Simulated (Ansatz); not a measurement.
The structure below was relaxed with DFT with PBEsol, PAW potentials and a 420 eV plane-wave cutoff in Ansatz (a quantum-chemistry and plane-wave program), spin-orbit coupling left out, earlier PAW set.

```
CELL_PARAMETERS angstrom
      2.82718     0.00000     0.00000
     -1.41359     2.44841     0.00000
      0.00000     0.00000     4.71429
ATOMIC_POSITIONS crystal
  Al 0.33333 0.66667 0.75000
  Al 0.66667 0.33333 0.25000
```

Task: Find the space group and the Wyckoff positions.

Result: Space group P6₃/mmc (No. 194); a = b = 2.8272 Å, c = 4.7143 Å, α = β = 90.00°, γ = 120.00°

```tsv
atom	site	symmetry	x	y	z
Al	2d	-6m2	0.6667	0.3333	0.2500
```

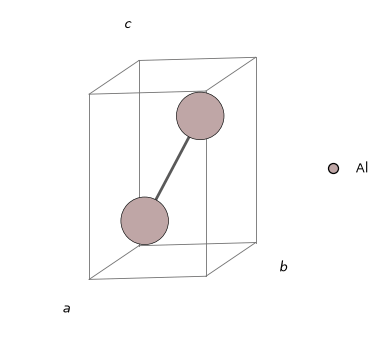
Figure. The conventional cell

Stability against distortions was not tested. The cell was made from Be by this change: Be → Al; the result is a model cell, its experimental status unchecked. This is not the structure that Al has at room temperature and ambient pressure.
